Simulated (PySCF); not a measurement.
**C3H11BN2Si: density, localisation and related maps**

Input

```
{"job": {"kind": "uv", "xc": "PBE0", "basis": "def2-SVPD", "nstates": 8, "ntriplets": 3}, "charge": 0, "multiplicity": 1}
B     -0.978316     1.966038     0.216083
C     -1.127421     0.467231    -0.031849
C     -1.239595    -0.536963     1.130966
C     -0.041405    -1.469101     0.850090
Si     0.609319    -0.266005    -0.481772
N      0.713145    -0.988089    -2.047969
N      1.919368     0.817911    -0.159057
H     -0.699607     2.374976     1.281644
H     -1.084202     2.724589    -0.671901
H     -1.803905     0.199862    -0.841595
H     -2.194616    -1.061198     1.139228
H     -1.122803    -0.032479     2.089593
H      0.578124    -1.649420     1.726569
H     -0.359219    -2.438998     0.473877
H      0.680484    -0.368927    -2.842254
H      1.426554    -1.683302    -2.194744
H      2.870056     0.504512    -0.273315
H      1.845277     1.445681     0.624747
```

Command:

```sh
OMP_NUM_THREADS=1 python probes_run.py task.json out
```

Geometry: GFN2-xTB.

Computed with PySCF 2.14.0, PBE0/def2-SVPD, SCF density, gas phase.

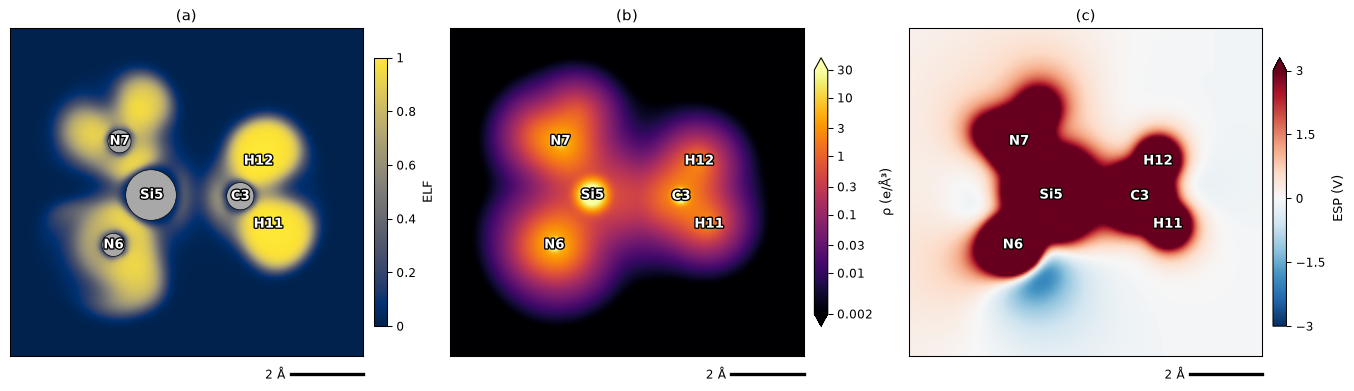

Figure 1. (a) electron localisation function; (b) electron density; (c) electrostatic potential on the plane of atoms H11, C3 and H12. Grey discs cover the atomic cores in the ELF map.

**Describe what can be read from this map.**

The plane passes through C, Si, N and H nuclei.
Si–N (1.73 Å): the density is about 1.1 e/Å³ at the midpoint; the ELF peaks at about 0.90 between the atoms (a polar covalent bond).
C–H (1.09 Å): the density is about 1.9 e/Å³ at the midpoint; the ELF climbs to about 1 towards the hydrogen, as it does in any bond to H: an ordinary covalent bond to hydrogen.
The ELF also peaks beside N6, away from the bonds: lone-pair regions.
Outside the dense part of the molecule the potential is most negative (−2.0 V) near N6.

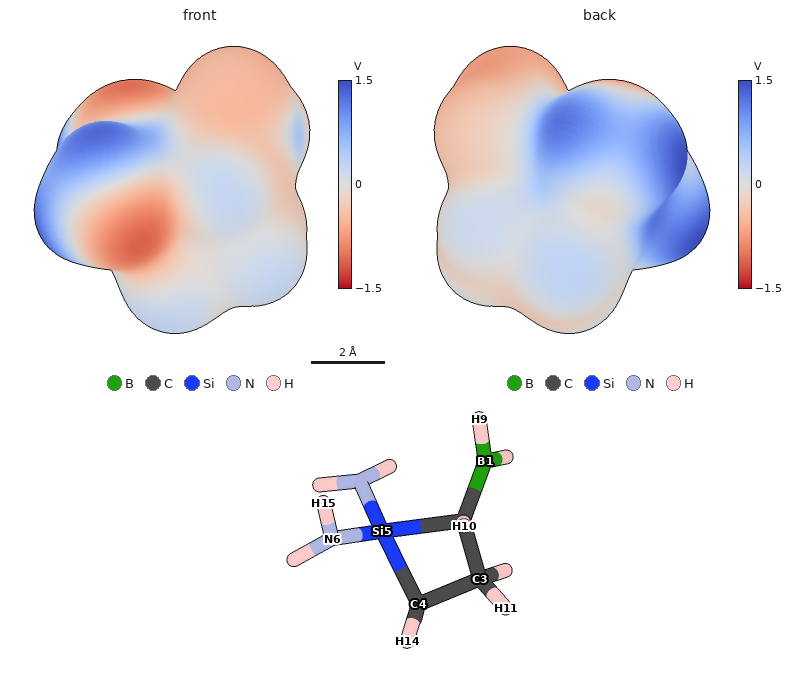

Figure 2. The electrostatic potential painted on the density surface at 0.001 e/bohr³, seen from the front and from behind; red is negative and blue positive. The bare structure is drawn below in the same view.

**Describe the electrostatic potential map.**

The most negative region (about −1.1 V) lies over N6, the most positive (about +1.4 V) over H16 and H17. N6 is the likeliest acceptor of a hydrogen bond.
